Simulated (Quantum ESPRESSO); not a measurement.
# Dipole at the next field: Y2CO2 MXene, 1 layer

How the rows were computed: Quantum ESPRESSO 7.5, PBE, SG15 norm-conserving; sawtooth field along the normal with dipole correction, ions clamped, threshold 1e-9 Ry; cell area 10.766 Å².

```
field (V/Å)  dipole (e Å a cell)
          0              0.00000
        0.1              0.03546
        0.2              0.07085
```

**Question.** What is the dipole at 0.4 V/Å, and what electrostatic thickness 4πα/A follows from the rows?

**Fit.** The slope is (0.07085 − (0.00000))/0.2 = 0.3542 e Å²/V, so 4πα/A = 180.95 × 0.3542/10.766 = 5.95 Å. Linear response gives p = 0.00000 + 0.3542 × (0.4) = 0.14170 e Å; a parabola through the three rows gives 0.14142.

**Check.** p = 0.14191 e Å. The line misses by 0.1 % of the induced dipole and the parabola by 0.3 %. The response is linear over this range.

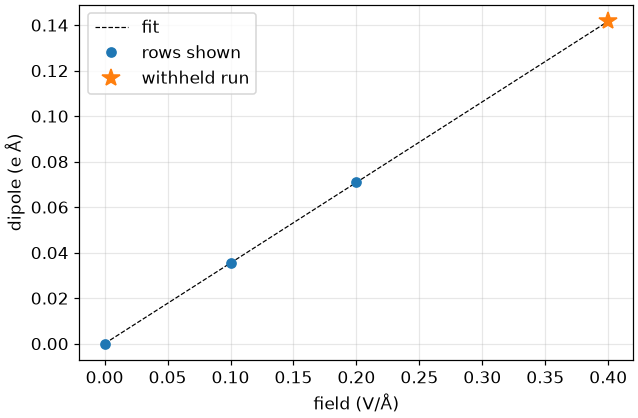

The rows shown, the fit and the withheld run.

**Limits.** Electrons alone respond; local and semilocal functionals tend to overscreen.

[Logs are printed without paths, hosts, clocks, repeated set-up lines and the standing remarks that a program may print on its own settings, such as how far it seeks lower states.]
